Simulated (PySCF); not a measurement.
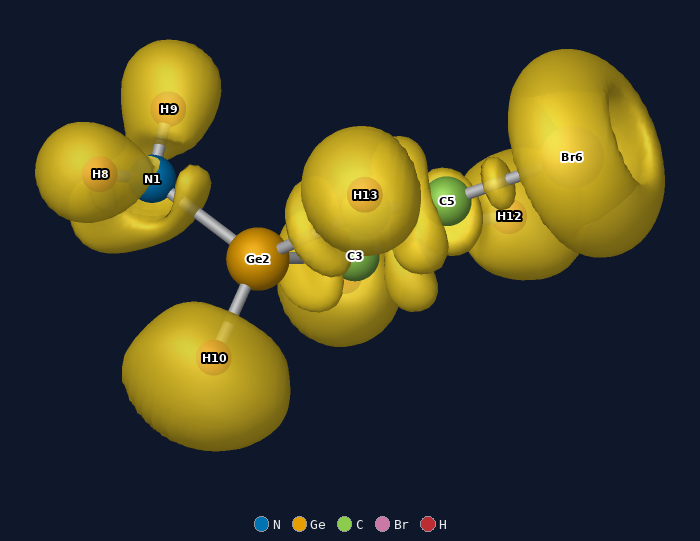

Figure 1: C4H6BrGeN. Isosurface of the ELF at 0.8 (yellow), seen from one side. Only the valence region is drawn (cores and ρ < 0.01 e/Å³ removed).

Geometry: GFN2-xTB.

These are results of wB97X-D/def2-SVPD, SCF density, gas phase (PySCF 2.14.0), not measurements.

```
atom    x (Å)    y (Å)    z (Å)
   N   2.4326   0.0323  -0.3124
  Ge   0.9048   0.1765   0.6556
   C  -0.3714   1.4146  -0.1717
   C  -1.5013   0.7566  -0.4371
   C  -1.5418  -0.6580  -0.0740
  Br  -3.1649  -1.6000  -0.4468
   C  -0.4811  -1.2269   0.4931
   H   3.1307  -0.6121   0.0314
   H   2.3140  -0.1209  -1.3044
   H   1.3544   0.4474   2.0658
   H  -0.2484   2.4595  -0.3987
   H  -2.3747   1.1942  -0.9001
   H  -0.4574  -2.2627   0.7816
```

**What do the ELF domains correspond to?**

The surface consists of one region between bonded Br–C atoms (shared pairs), three regions between bonded C–C atoms (shared pairs), four regions around hydrogen nuclei, two lobes of the valence shell of C pointing towards Ge (polar bonds), one ring or bowl of non-bonding electrons around Br and one joined region spread over several atoms (H, N), in which their bonds and any lone pairs are merged. Along the contacts the grid gives the following. C–C (1.33 Å): the ELF peaks at about 0.90 between the atoms (a short, multiple covalent bond). Ge–N (1.81 Å): the ELF peaks at about 0.90 in the valence shell of N, 0.6 Å from its nucleus, and is about 0.50 at the midpoint.
